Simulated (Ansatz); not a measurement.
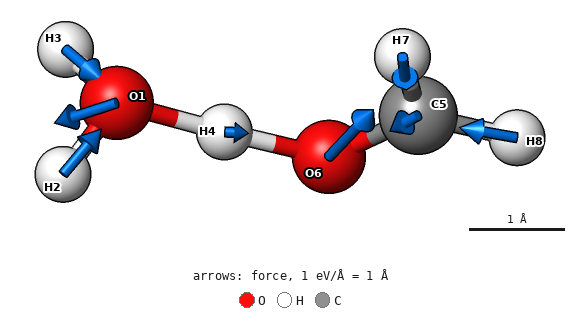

Starting geometry of CH5O2 (charge +1) with the computed forces as blue arrows. Style: ball-and-stick. Shown from a free direction.

The calculation used RKS PBE0-D4/def2-TZVP (Ansatz 0.2.0). (force threshold 0.005 eV/Å; at most 200 steps)

What follows when this structure is relaxed?

Answer. It isn't relaxed: the largest force vector, on O6, is 1.02 eV/Å. The final displacements follow the starting forces only in part (cosine between the two patterns 0.60). After 7 accepted moves (8 points after the start) the energy has fallen by 0.98 kcal/mol. Largest force component: 0.89 eV/Å at the start, 0.0039 eV/Å at the end. The line search rejected the trial step at point 4 of the run. The largest move after the best rigid fit is that of H4, 0.047 Å. Largest moves by element: H 0.047 Å, O 0.032 Å, C 0.009 Å. Near-neighbour distances that change, for instance: H4–O6 1.187 → 1.134 Å, O1–H4 1.246 → 1.281 Å, C5–H7 1.116 → 1.096 Å, C5–H8 1.113 → 1.093 Å. Among the angles between lasting bonds that change: H2–O1–H4 115.6° → 117.9°. The run took 14 s on 2 threads of Arm Neoverse V1, on a shared host.
